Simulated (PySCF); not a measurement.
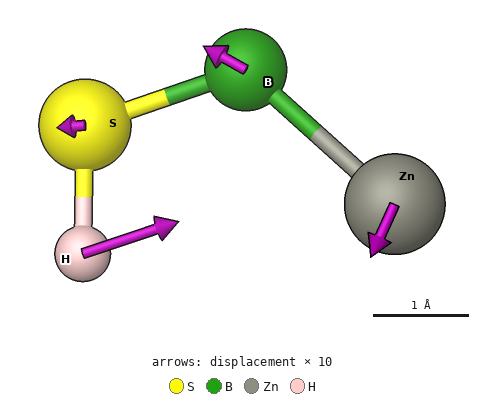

A relaxation of ZnBHS. The starting structure is drawn; purple arrows show the displacements, magnified 10 times. The two geometries are superimposed by the best rigid fit.

The picture is a ball-and-stick view, seen at a tilt.

It is one of the separated reactants of a reaction.

Computed with PySCF 2.14.0, RKS PBE0-D4/def2-TZVP, density fitting. 

Question: Atoms of which element are displaced furthest, and by how much?

Answer: Hydrogen: up to 0.11 Å, against 0.06 Å for zinc.

Question: What happened in the run?

Answer: The atom that moves furthest after the best rigid fit is the H atom (0.11 Å). Largest moves by element: H 0.11 Å, Zn 0.06 Å, B 0.05 Å, S 0.03 Å. Among the contacts that change: B–Zn 2.195 → 2.267 Å, H–S 1.373 → 1.346 Å, B–S 1.808 → 1.803 Å. Among the angles between lasting bonds that change: B–S–H 108.0° → 103.2°, S–B–Zn 120.0° → 117.8°. The energy falls by 0.024 eV in 5 geometry steps. Cost: 29 s on 2 threads of AMD EPYC 7B13, with other jobs on the host.
